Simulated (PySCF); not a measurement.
# C3H7BO: the cost of one run

Computed with PySCF 2.14.0, with density-fitted response routines of our own, on a single molecule in the gas phase. Atoms are numbered from 0 throughout.

### 1 Starting geometry

12 atoms, charge 0, multiplicity 1; geometry from: PBE0-D3(BJ)/def2-SVP.

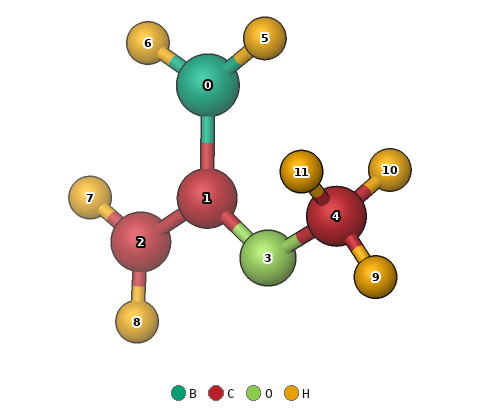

The starting geometry (boron teal, carbon red, oxygen green, hydrogen amber), atoms numbered; sticks join atoms by distance.

### 2 NMR shieldings: PBE0/pcSseg-2

The job: settings as JSON, then the geometry in Å.

```
{"job": {"kind": "nmr", "xc": "PBE0", "basis": "pcSseg-2", "pop": false}, "charge": 0, "multiplicity": 1}
B      0.552873     1.034368     0.971869
C      0.573914    -0.224268     0.071378
C      1.762958    -0.853413    -0.099369
O     -0.499718    -0.765113    -0.555756
C     -1.743206    -0.134664    -0.427809
H     -0.448745     1.659355     1.222154
H      1.603137     1.393982     1.444346
H      2.658978    -0.462009     0.380750
H      1.844304    -1.756644    -0.713917
H     -2.451968    -0.711264    -1.037717
H     -2.100567    -0.124614     0.617029
H     -1.723072     0.905917    -0.796206
```

Method: GIAO PBE0/pcSseg-2 NMR shielding, non-relativistic, gas phase.

Command:

```sh
> OMP_NUM_THREADS=1 python probes_run.py task.json out
```

The driver reads the jobs from task.json and runs them one after another.

**Question.** How long does this first job take on 1 thread of Arm Neoverse V2, shared host, and how much memory does it need?

About 28 s, with a peak of 1 GiB.
